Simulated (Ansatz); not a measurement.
One crystal and one scan (scan of one atom of the cell) at two levels, PBE (plane waves to 420 eV, PAW, scalar-relativistic; Ansatz, a program for electronic structure) and r2SCAN (plane waves to 500 eV, PAW, scalar-relativistic; Ansatz), each from its own relaxed cell and on its own mesh. The cell shown is that of PBE.

Relaxed NiO (rock salt):

```xyz
2
Lattice="0.0000 2.1087 2.1087 2.1087 0.0000 2.1087 2.1087 2.1087 0.0000" Properties=species:S:1:pos:R:3 pbc="T T T"
O      0.0000     0.0000     0.0000
Ni     2.1087     2.1087     2.1087
```

In each cell atom 1 (O, nearest neighbour Ni at 2.109 Å; its periodic images, 3.0 Å or more away, move with it) moves by s·(0.577, 0.577, 0.577) (along Cartesian [111]), the rest being held.

The energy includes the smearing's −TS. NiO is run spin-polarised and with no Hubbard U; the real compound is an antiferromagnetic insulator, a state that this run doesn't describe. NiO was relaxed with its symmetry unable to fall. Relaxed NiO ends ferromagnetic. The PAW data are Ansatz's earlier set. The magnetic order is the one the run started from; other orders were not tried. (PBE) Relaxed NiO ends ferromagnetic. (r2SCAN) Relaxed NiO ends ferromagnetic. With partly filled bands, energies and forces of such displacements shift with the k mesh and the smearing. Percentages come from the unrounded values. Both scans cover s from -0.210 to 0.210 Å.

```json
[
 {"quantity": "Lattice constant a (Å)", "PBE": "4.217", "r2SCAN": "4.191", "PBE − r2SCAN": "+0.026 (+0.6 %)"},
 {"quantity": "Magnetic moment of the relaxed cell (μB/cell)", "PBE": "1.80", "r2SCAN": "2.00", "PBE − r2SCAN": "-0.20 (-10 %)"},
 {"quantity": "Band gap of the relaxed cell, no spin-orbit coupling (eV)", "PBE": "0.00", "r2SCAN": "0.85", "PBE − r2SCAN": "-0.85"},
 {"quantity": "Energy at s = 0.210 Å (meV/cell)", "PBE": "27.1", "r2SCAN": "83.8", "PBE − r2SCAN": "-56.7 (-68 %)"},
 {"quantity": "Force along the line at s = -0.210 Å (eV/Å)", "PBE": "0.305", "r2SCAN": "0.866", "PBE − r2SCAN": "-0.561 (-65 %)"},
 {"quantity": "Force constant k = d²E/ds² at s = 0 (finite differences) (eV/Å²)", "PBE": "1.45", "r2SCAN": "3.42", "PBE − r2SCAN": "-1.97 (-58 %)"}
]
```

PBE gives the higher value for: lattice constant a. PBE gives the lower value for: magnetic moment of the relaxed cell; band gap of the relaxed cell, no spin-orbit coupling; energy at s = 0.210 Å; force along the line at s = -0.210 Å; force constant k = d²E/ds² at s = 0. Both give the same symmetry of the curve: even: the same for both signs. Neither level is exact: the differences show how much the result hangs on the functional.

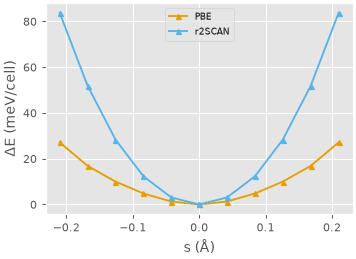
ΔE, each from the undisplaced structure of its own level.

(A displaced cell: forces are minus the slopes of the energy, force constants its curvatures, and phonons follow from these.)
